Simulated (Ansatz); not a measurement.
**Zn: a line through an energy map**

Aim: follow the energy of Zn (Im-3m, No. 229; 1 atom in the cell) along one coordinate, length along [111] over the lengths across it, with the other held at volume per atom = 15.093 Å³.

Method: DFT PBEsol, scalar-relativistic, plane waves, PAW, in Ansatz 0.2.0.

22 further runs of the same task are left out: 22 set aside as unsound or not needed.

## Step 1: The system as given

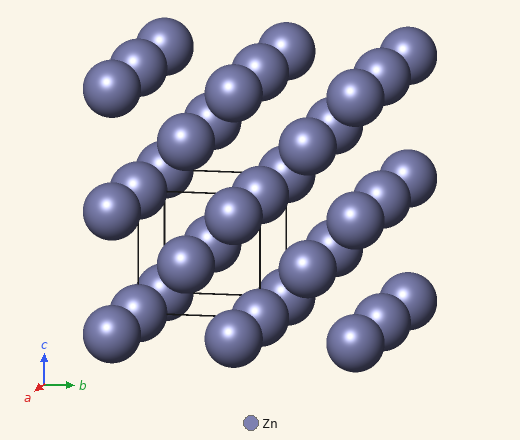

The starting structure, seen slightly off an axis (zinc blue). 2×2×2 cells are drawn. Atoms on the faces are drawn again on the opposite ones. The cell drawn here is the conventional one.

As a file:

```
Zn
1.0
    -1.53007    1.53007    1.53007
     1.53007   -1.53007    1.53007
     1.53007    1.53007   -1.53007
Zn
1
Cartesian
  0.0000 0.0000 0.0000
```

It goes back to an entry of the Materials Project, which need not be the stable form.

It is the result of an earlier relaxation at this level (volume 14.33 Å³/atom; gap on the mesh: none (metal)).

## Step 2: What is varied

The energy is mapped over volume and the cell's shape.

First coordinate, volume per atom: 7 values from 13.182 to 15.475 Å³. Second coordinate, length along [111] over the lengths across it, relative to the cubic cell: 9 values from 0.452 to 2.211.

Nothing else is relaxed (symmetry fixes all fractional coordinates). Energies count from the relaxed crystal. Points are written as (first, second).

## Step 3: The run at (15.093 Å³, 0.551)

input.yaml reads:

```yaml
crystal:
  lattice:
    - [-2.1822223373, 1.6145977363, 1.6145977363]
    - [1.6145977363, -2.1822223373, 1.6145977363]
    - [1.6145977363, 1.6145977363, -2.1822223373]
  atoms:
    - { symbol: Zn, position: [0.0, 0.0, 0.0] }
basis:
  ecutwfc: 520.0
kpoints:
  mp_grid: { grid: [22, 22, 22] }
hamiltonian:
  xc: pbesol
scf:
  occupations: { method: gaussian, width: 0.15 }
output:
  forces: true
  stress: true
  eigenvalues: true
```

On the command line:

```sh
$ ansatz run input.yaml --threads 1 --pin off --max-ram 2048MiB --backend cpu --events-out ev --progress --plain --runs-dir out
```

Standard output, cut to the lines that bear on the results:

```text
Warning: RAYON_NUM_THREADS=1 ignored (pool sized by the plan → 1); use --threads N
[...]
Pseudopotentials: kind: paw
Pseudopotential: Zn, paw, valence charge 12, recommended cutoff 420 eV (normal), Zn.paw.azcp
Functional definition: PBEsol
[...]
Crystal: 1 atoms, lattice volume = 15.093 Å³
Basis set: ecut = 520 eV, 399 PW (Γ), exchange–correlation on 48×48×48 points (8 copies of the dense FFT grid, shifted against one another)
Bands: 10, of which v1, the nominal top of the filled ones, is band 6 counted from 1 (5 counted from 0)
Symmetry: 12 space group operations
Space group: R-3m (ITA 166), of the structure as read, at distance tolerance 2.5e-5 Å
k-points: 1024 of 10648
[...]
SCF iter   1: F=—  HF=-3278.162989 eV  |F-HF|=—  |Δ(HF+E_count)|=         —  Δρ=3.17e-3  dr2=1.40e-3  ethr=1.77e-3  ⟨swp⟩=5.3  Hψ=75671  notcnv=0
[...]
SCF iter   6: F=-3278.163248 eV  HF=-3278.163248 eV  |F-HF|=3.99e-8  |Δ(HF+E_count)|=   2.07e-7  Δρ=2.22e-5  dr2=5.34e-8  ethr=8.33e-10  ⟨swp⟩=4.4  Hψ=51892  notcnv=0
[...]
SCF converged after 6 iterations
Free energy (F): -3278.163248 eV
[...]
E sigma→0 (E₀):  -3278.161602 eV
Entropy (-TS):   -0.003292 eV (-3.292 meV/atom)
Fermi energy:    10.735924 eV
[...]
--- Forces (eV/Å), atoms counted from 1 ---
  atom   1  Zn     0.00000000     0.00000000     0.00000000
[...]
--- Stress (GPa, compression-positive) ---
       73.215651      78.597188      78.597188
       78.597188      73.215651      78.597188
       78.597188      78.597188      73.215651
  P = ⅓ Tr σ = 73.2157 GPa (732.157 kbar)
--- Band table (eV; the first three rows and the last of 1024) ---
  k-point 0: bands = ["-1.4337", "1.1143", "2.3335", "2.3335", "4.1309", "4.1309", "18.9572", "18.9572", "24.2607", "24.7108"]
[...]
```

Run time: 7.4 s. Hardware: 1 thread of AMD EPYC 9R14 (Zen 4), shared host; peak memory 0.56 GiB.

On the map this point reads 2650 meV/atom.

## Step 4: Grid point (15.093 Å³, 0.820)

input.yaml reads:

```yaml
crystal:
  lattice:
    - [-1.7629573165, 1.563481848, 1.563481848]
    - [1.563481848, -1.7629573165, 1.563481848]
    - [1.563481848, 1.563481848, -1.7629573165]
  atoms:
    - { symbol: Zn, position: [0.0, 0.0, 0.0] }
basis:
  ecutwfc: 520.0
kpoints:
  mp_grid: { grid: [22, 22, 22] }
hamiltonian:
  xc: pbesol
scf:
  occupations: { method: gaussian, width: 0.15 }
output:
  forces: true
  stress: true
  eigenvalues: true
  write_density: true
  write_potential: true
  elf: true
  volumetric_format: npy
```

On the command line:

```sh
$ ansatz run input.yaml --threads 1 --pin off --max-ram 2048MiB --backend cpu --events-out ev --progress --plain --runs-dir out
```

Standard output, cut to the lines that bear on the results:

```text
Warning: RAYON_NUM_THREADS=1 ignored (pool sized by the plan → 1); use --threads N
[...]
[... 3 set-up lines as earlier in the session ...]
[...]
Crystal: 1 atoms, lattice volume = 15.093 Å³
Basis set: ecut = 520 eV, 417 PW (Γ), exchange–correlation on 48×48×48 points (8 copies of the dense FFT grid, shifted against one another)
Bands: 10, of which v1, the nominal top of the filled ones, is band 6 counted from 1 (5 counted from 0)
[... 2 set-up lines as earlier in the session ...]
k-points: 1024 of 10648
[...]
SCF iter   1: F=—  HF=-3280.740396 eV  |F-HF|=—  |Δ(HF+E_count)|=         —  Δρ=5.16e-3  dr2=2.28e-3  ethr=1.77e-3  ⟨swp⟩=4.7  Hψ=67393  notcnv=0
[...]
SCF iter   6: F=-3280.739252 eV  HF=-3280.739252 eV  |F-HF|=2.78e-10  |Δ(HF+E_count)|=   2.08e-8  Δρ=2.74e-6  dr2=5.47e-10  ethr=8.33e-10  ⟨swp⟩=9.1  Hψ=69762  notcnv=0
[...]
SCF converged after 6 iterations
Free energy (F): -3280.739252 eV
[...]
E sigma→0 (E₀):  -3280.737735 eV
Entropy (-TS):   -0.003035 eV (-3.035 meV/atom)
Fermi energy:    10.840801 eV
[...]
--- Forces (eV/Å), atoms counted from 1 ---
  atom   1  Zn    -0.00000000     0.00000000     0.00000000
[...]
--- Stress (GPa, compression-positive) ---
        1.537216       6.548793       6.548793
        6.548793       1.537216       6.548793
        6.548793       6.548793       1.537216
  P = ⅓ Tr σ = 1.5372 GPa (15.372 kbar)
--- Band table (eV; the first three rows and the last of 1024) ---
  k-point 0: bands = ["0.4885", "2.6877", "3.3382", "3.3382", "3.9078", "3.9078", "26.3082", "26.3082", "28.7216", "30.1000"]
[...]
```

It took 9 s on 1 thread of AMD EPYC 9R14 (Zen 4), shared host; peak memory 0.56 GiB.

Axes a, b and c in the maps are those of this run's conventional cell (a, b, c = 4.704, 4.704, 2.363 Å).

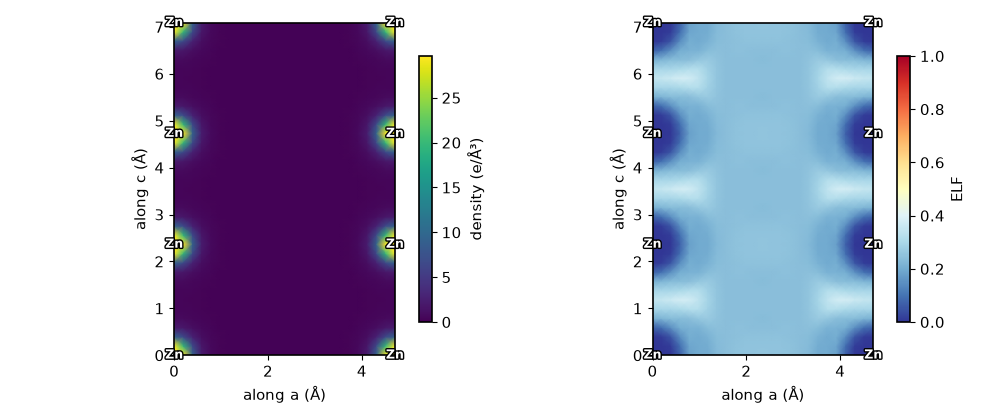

Density (left) and ELF (right) in a lattice plane of the grid's cell (edges 4.70 and 2.36 Å, at 0.000 of the third edge), which holds Zn. Only atoms in the plane are labelled; the density scale stops at 29.66 e/Å³. Both are smooth fields of the valence electrons: close to the nuclei they are not physical.

On the map this point reads 74 meV/atom.

## Step 5: The run at (15.093 Å³, 1.000)

input.yaml reads:

```yaml
crystal:
  lattice:
    - [-1.556820447, 1.556820447, 1.556820447]
    - [1.556820447, -1.556820447, 1.556820447]
    - [1.556820447, 1.556820447, -1.556820447]
  atoms:
    - { symbol: Zn, position: [0.0, 0.0, 0.0] }
basis:
  ecutwfc: 520.0
kpoints:
  mp_grid: { grid: [22, 22, 22] }
hamiltonian:
  xc: pbesol
scf:
  occupations: { method: gaussian, width: 0.15 }
output:
  forces: true
  stress: true
  eigenvalues: true
```

On the command line:

```sh
$ ansatz run input.yaml --threads 1 --pin off --max-ram 2048MiB --backend cpu --events-out ev --progress --plain --runs-dir out
```

Standard output, cut to the lines that bear on the results:

```text
Warning: RAYON_NUM_THREADS=1 ignored (pool sized by the plan → 1); use --threads N
[...]
[... 3 set-up lines as earlier in the session ...]
[...]
Crystal: 1 atoms, lattice volume = 15.093 Å³
Basis set: ecut = 520 eV, 381 PW (Γ), exchange–correlation on 48×48×48 points (8 copies of the dense FFT grid, shifted against one another)
Bands: 10, of which v1, the nominal top of the filled ones, is band 6 counted from 1 (5 counted from 0)
Symmetry: 48 space group operations
Space group: Im-3m (ITA 229), of the structure as read, at distance tolerance 2.5e-5 Å
k-points: 328 of 10648
[...]
SCF iter   1: F=—  HF=-3280.804788 eV  |F-HF|=—  |Δ(HF+E_count)|=         —  Δρ=2.13e-3  dr2=2.95e-4  ethr=1.77e-3  ⟨swp⟩=4.8  Hψ=22044  notcnv=0
[...]
SCF iter   6: F=-3280.804354 eV  HF=-3280.804354 eV  |F-HF|=3.46e-8  |Δ(HF+E_count)|=   2.54e-9  Δρ=2.11e-5  dr2=3.70e-8  ethr=8.33e-10  ⟨swp⟩=5.1  Hψ=14484  notcnv=0
[...]
SCF converged after 6 iterations
Free energy (F): -3280.804354 eV
[...]
E sigma→0 (E₀):  -3280.802363 eV
Entropy (-TS):   -0.003982 eV (-3.982 meV/atom)
Fermi energy:    11.127405 eV
[...]
--- Forces (eV/Å), atoms counted from 1 ---
  atom   1  Zn    -0.00000000     0.00000000     0.00000000
[...]
--- Stress (GPa, compression-positive) ---
       -3.695712      -0.000000       0.000000
       -0.000000      -3.695712      -0.000000
       -0.000000      -0.000000      -3.695712
  P = ⅓ Tr σ = -3.6957 GPa (-36.957 kbar)
--- Band table (eV; the first three rows and the last of 328) ---
  k-point 0: bands = ["0.5339", "3.3012", "3.3012", "3.3012", "3.8256", "3.8256", "30.3704", "30.3704", "30.3704", "31.6104"]
[...]
```

Run time: 2.2 s. Hardware: 1 thread of AMD EPYC 9R14 (Zen 4), shared host; peak memory 0.42 GiB.

Energy on the map's scale: 9 meV/atom.

## Step 6: Grid point (15.093 Å³, 1.219)

input.yaml, as its differences from that of step 5:

```diff
@@ -2,5 +2,5 @@
   lattice:
-    - [-1.556820447, 1.556820447, 1.556820447]
-    - [1.556820447, -1.556820447, 1.556820447]
-    - [1.556820447, 1.556820447, -1.556820447]
+    - [-1.3506424452, 1.563784179, 1.563784179]
+    - [1.563784179, -1.3506424452, 1.563784179]
+    - [1.563784179, 1.563784179, -1.3506424452]
   atoms:
```

On the command line:

```sh
$ ansatz run input.yaml --threads 1 --pin off --max-ram 2048MiB --backend cpu --events-out ev --progress --plain --runs-dir out
```

Standard output, cut to the lines that bear on the results:

```text
Warning: RAYON_NUM_THREADS=1 ignored (pool sized by the plan → 1); use --threads N
[...]
[... 3 set-up lines as earlier in the session ...]
[...]
Crystal: 1 atoms, lattice volume = 15.093 Å³
Basis set: ecut = 520 eV, 399 PW (Γ), exchange–correlation on 40×40×40 points (8 copies of the dense FFT grid, shifted against one another)
Bands: 10, of which v1, the nominal top of the filled ones, is band 6 counted from 1 (5 counted from 0)
[... 2 set-up lines as earlier in the session ...]
k-points: 1024 of 10648
[...]
SCF iter   1: F=—  HF=-3280.789755 eV  |F-HF|=—  |Δ(HF+E_count)|=         —  Δρ=3.36e-3  dr2=9.41e-4  ethr=1.77e-3  ⟨swp⟩=4.7  Hψ=68101  notcnv=0
[...]
SCF iter   6: F=-3280.789001 eV  HF=-3280.789001 eV  |F-HF|=3.83e-9  |Δ(HF+E_count)|=   1.21e-7  Δρ=7.62e-6  dr2=4.85e-9  ethr=8.33e-10  ⟨swp⟩=5.9  Hψ=52343  notcnv=0
[...]
SCF converged after 6 iterations
Free energy (F): -3280.789001 eV
[...]
E sigma→0 (E₀):  -3280.787045 eV
Entropy (-TS):   -0.003913 eV (-3.913 meV/atom)
Fermi energy:    10.929651 eV
[...]
--- Forces (eV/Å), atoms counted from 1 ---
  atom   1  Zn     0.00000000     0.00000000     0.00000000
[...]
--- Stress (GPa, compression-positive) ---
       -1.263161      -1.719986      -1.719986
       -1.719986      -1.263161      -1.719986
       -1.719986      -1.719986      -1.263161
  P = ⅓ Tr σ = -1.2632 GPa (-12.632 kbar)
--- Band table (eV; the first three rows and the last of 1024) ---
  k-point 0: bands = ["0.5157", "2.9584", "2.9584", "3.6211", "3.8518", "3.8518", "27.0553", "27.7911", "27.7911", "30.3201"]
[...]
```

Run time: 6.5 s. Hardware: 1 thread of AMD EPYC 9R14 (Zen 4), shared host; peak memory 0.56 GiB.

Energy on the map's scale: 25 meV/atom.

## Step 7: Point (15.093 Å³, 1.813)

input.yaml, as its differences from that of step 6:

```diff
@@ -2,5 +2,5 @@
   lattice:
-    - [-1.3506424452, 1.563784179, 1.563784179]
-    - [1.563784179, -1.3506424452, 1.563784179]
-    - [1.563784179, 1.563784179, -1.3506424452]
+    - [-0.9306315404, 1.6227749176, 1.6227749176]
+    - [1.6227749176, -0.9306315404, 1.6227749176]
+    - [1.6227749176, 1.6227749176, -0.9306315404]
   atoms:
```

On the command line:

```sh
$ ansatz run input.yaml --threads 1 --pin off --max-ram 2048MiB --backend cpu --events-out ev --progress --plain --runs-dir out
```

Standard output, cut to the lines that bear on the results:

```text
Warning: RAYON_NUM_THREADS=1 ignored (pool sized by the plan → 1); use --threads N
[...]
[... 3 set-up lines as earlier in the session ...]
[...]
Crystal: 1 atoms, lattice volume = 15.093 Å³
Basis set: ecut = 520 eV, 413 PW (Γ), exchange–correlation on 40×40×40 points (8 copies of the dense FFT grid, shifted against one another)
Bands: 10, of which v1, the nominal top of the filled ones, is band 6 counted from 1 (5 counted from 0)
[... 2 set-up lines as earlier in the session ...]
k-points: 1024 of 10648
[...]
SCF iter   1: F=—  HF=-3280.587747 eV  |F-HF|=—  |Δ(HF+E_count)|=         —  Δρ=2.01e-3  dr2=2.18e-4  ethr=1.77e-3  ⟨swp⟩=4.8  Hψ=68201  notcnv=0
[...]
SCF iter   6: F=-3280.587191 eV  HF=-3280.587191 eV  |F-HF|=1.83e-10  |Δ(HF+E_count)|=   1.59e-8  Δρ=4.91e-6  dr2=1.33e-9  ethr=1.40e-10  ⟨swp⟩=2.4  Hψ=37454  notcnv=0
[...]
SCF converged after 6 iterations
Free energy (F): -3280.587191 eV
[...]
E sigma→0 (E₀):  -3280.585327 eV
Entropy (-TS):   -0.003727 eV (-3.727 meV/atom)
Fermi energy:    10.750464 eV
[...]
--- Forces (eV/Å), atoms counted from 1 ---
  atom   1  Zn     0.00000000     0.00000000    -0.00000000
[...]
--- Stress (GPa, compression-positive) ---
        8.471994      -1.502598      -1.502598
       -1.502598       8.471994      -1.502598
       -1.502598      -1.502598       8.471994
  P = ⅓ Tr σ = 8.4720 GPa (84.720 kbar)
--- Band table (eV; the first three rows and the last of 1024) ---
  k-point 0: bands = ["0.4694", "2.3154", "2.3154", "3.8764", "3.9081", "3.9081", "24.4792", "24.6376", "24.6376", "27.5665"]
[...]
```

Run time: 6.5 s. Hardware: 1 thread of AMD EPYC 9R14 (Zen 4), shared host; peak memory 0.56 GiB.

Energy on the map's scale: 226 meV/atom.

## Step 8: Results

```
length along [111] over the lengths across it, relative to the cubic cell  step  energy (meV/atom)  slope (meV/atom per unit)  pressure (GPa)
                                                                    0.551     3               2650                     −26851              73
                                                                    0.672     –                717                      −8575              25
                                                                    0.820     4                 74                      −1504               2
                                                                    1.000     5                  9                          0              −4
                                                                    1.219     6                 25                        266              −1
                                                                    1.487     –                130                        421               4
                                                                    1.813     7                226                        156               8
                                                                    2.211     –                225                       −141               8
```

Energies count from the relaxed crystal. Rows without a step come from runs not printed here or follow by symmetry. Slopes come from the forces (and the stress, where the cell changes), not from differences of energies.

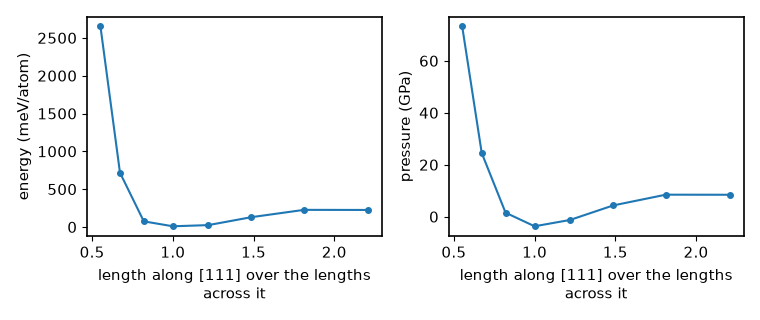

Energy and pressure along the line.

The lowest point of the line is at 1.000, 9 meV/atom from the zero. The highest point computed, at 0.551, lies 2641 meV/atom above the lowest. This is one cut through a surface in two coordinates; the map's lowest point lies off it.
